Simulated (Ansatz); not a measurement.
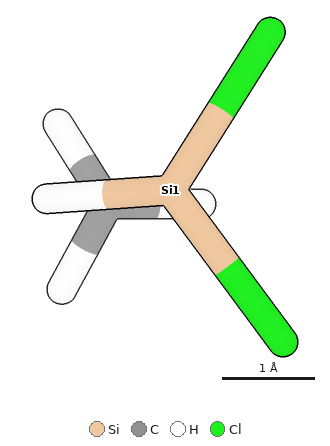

Figure 1. The input geometry (stick view, seen at a tilt; atoms are numbered from 1 in the order of the input).

**CH₄Cl₂Si: frequency calculation**

System: CH₄Cl₂Si.
Method: RKS PBE0-D4/6-31G* (Ansatz 0.2.0).

It belongs to a series of runs on one base structure; here: vibrations at the highest image of the band. Figures and captions count atoms from 1; the log counts them from 0 in places.

Input file
```yaml
crystal:
  periodic: [false, false, false]
  atoms:
    - { symbol: Si, position_ang: [0.325579, 0.026906, -0.463319] }
    - { symbol: C, position_ang: [0.979377, 0.005688, 1.636475] }
    - { symbol: H, position_ang: [-0.035653, -0.092534, 2.037935] }
    - { symbol: H, position_ang: [1.577219, -0.861771, 1.926081] }
    - { symbol: H, position_ang: [1.425858, 0.942333, 1.978118] }
    - { symbol: H, position_ang: [1.666885, 0.093871, 0.199588] }
    - { symbol: Cl, position_ang: [-0.946519, 1.634708, -0.194432] }
    - { symbol: Cl, position_ang: [-0.721147, -1.749201, -0.304548] }
basis:
  gaussian: { orbitals: "6-31G*" }
hamiltonian:
  xc: pbe0
  dispersion: d4
phonons: {}
```

Hardware: 1 thread of Arm Neoverse V1, 24 GiB of memory available, shared host.

Launch command:
```bash
ansatz run input.yaml --threads 1 --pin off --max-ram 2048MiB --backend cpu --events-out ev --progress --plain --runs-dir out
```

The program's output
```
Engine: ansatz 0.2.0, aarch64-unknown-linux-gnu
Functional definition: PBE0
  parameter a = 0.25
  parameter kappa = 0.804
  parameter beta = 0.06672455060314922
  exchange = (1 - a)*pbe_x(kappa = kappa, mu = beta*pi^2/3) + a*exact_x
  correlation = pbe_c(beta = beta)
852 factors; integrals over basis functions are off by at most 6.2e-4 eV
mean field evaluation 1: about -34006.2063 eV, gradient 4.0e1 eV
mean field evaluation 2: about -33999.3261 eV, gradient 5.8e1 eV
mean field evaluation 4: about -34010.4166 eV, gradient 3.2e0 eV
mean field evaluation 8: about -34010.4711 eV, gradient 5.3e-2 eV
mean field -34010.47113830 eV, -1249.8617612070 hartree, gradient 5.6e-5 eV, S^2 0.000000; 0 other end points of the search recorded, 0 dependent functions left out
the calculation of the forces begins
reference -34010.47115940 eV, -1249.8617619828 hartree; 29, 29 occupied and 51, 51 virtual orbitals, 852 factors
these checks for a lower state are left out or cut short: stability, starts, cluster_reference, orbital_swaps, neighbouring_geometries, increment
852 factors; integrals over basis functions are off by at most 6.1e-4 eV
mean field evaluation 16: about -34010.4499 eV, gradient 1.4e-1 eV
mean field -34010.47111869 eV, -1249.8617604864 hartree, gradient 1.1e-6 eV, S^2 0.000000; 0 other end points of the search recorded, 0 dependent functions left out
[... from here on the field's lines of each further geometry are left out, up to the last ...]
the calculation of the forces begins
reference -34010.47113577 eV, -1249.8617611143 hartree; 29, 29 occupied and 51, 51 virtual orbitals, 852 factors
these checks for a lower state are left out or cut short: stability, starts, cluster_reference, orbital_swaps, neighbouring_geometries, increment
852 factors; integrals over basis functions are off by at most 6.2e-4 eV
mean field -34010.47115562 eV, -1249.8617618438 hartree, gradient 1.2e-6 eV, S^2 0.000000; 0 other end points of the search recorded, 0 dependent functions left out
the calculation of the forces begins
reference -34010.47117673 eV, -1249.8617626195 hartree; 29, 29 occupied and 51, 51 virtual orbitals, 852 factors
WARN: phonons: modes at or below zero, which the zero-point energy, F, S and C_V leave out: 1, the lowest at -1360.13 cm⁻¹. A minimum has none, and a first-order saddle one
Total energy: -34010.65551200 eV, -1249.8685368158 hartree
Atom 0 at     0.325579     0.026906    -0.463319 Å, force     0.000288     0.000202    -0.001373 eV/Å
Atom 1 at     0.979377     0.005688     1.636475 Å, force     0.003995     0.003154    -0.001202 eV/Å
Atom 2 at    -0.035653    -0.092534     2.037935 Å, force    -0.000458     0.001178     0.001196 eV/Å
Atom 3 at     1.577219    -0.861771     1.926081 Å, force    -0.002264    -0.000753    -0.002318 eV/Å
Atom 4 at     1.425858     0.942333     1.978118 Å, force    -0.000421    -0.000001     0.002433 eV/Å
Atom 5 at     1.666885     0.093871     0.199588 Å, force    -0.001558    -0.000552     0.001205 eV/Å
Atom 6 at    -0.946519     1.634708    -0.194432 Å, force     0.000865    -0.001515     0.000763 eV/Å
Atom 7 at    -0.721147    -1.749201    -0.304548 Å, force    -0.000447    -0.001715    -0.000703 eV/Å
Dipole moment:     0.374827     0.015465     0.296165 e Å
Vibrations: -1360.13 109.89 167.01 201.44 239.57 461.05 521.92 565.16 637.74 789.00 947.31 1226.94 1465.88 1466.51 2261.32 3077.18 3189.63 3221.15 cm⁻¹, zero-point energy 1.273856 eV
```

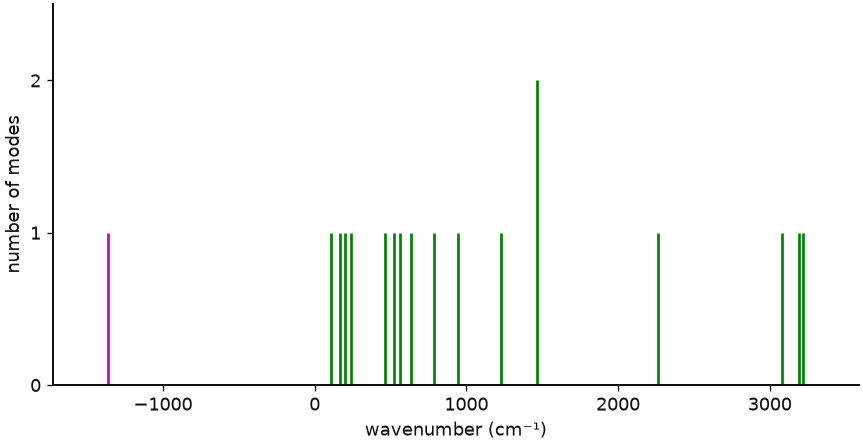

Figure 2. Harmonic vibrational wavenumbers from the force constants; neighbouring modes closer than 21 cm⁻¹ are counted in one stick, and imaginary ones are drawn at negative wavenumbers. 18 modes from 1360i to 3221 cm⁻¹, 1 imaginary beyond 8i (1360i cm⁻¹): a first-order saddle point, if the geometry is stationary.

Summary

```csv
quantity,value
outcome,converged
total energy,−34010.6555 eV
mean-field energy,−34010.4712 eV
largest force (length of the vector),0.005 eV/Å
wall time,2.2 min
peak memory,0.16 GiB
```
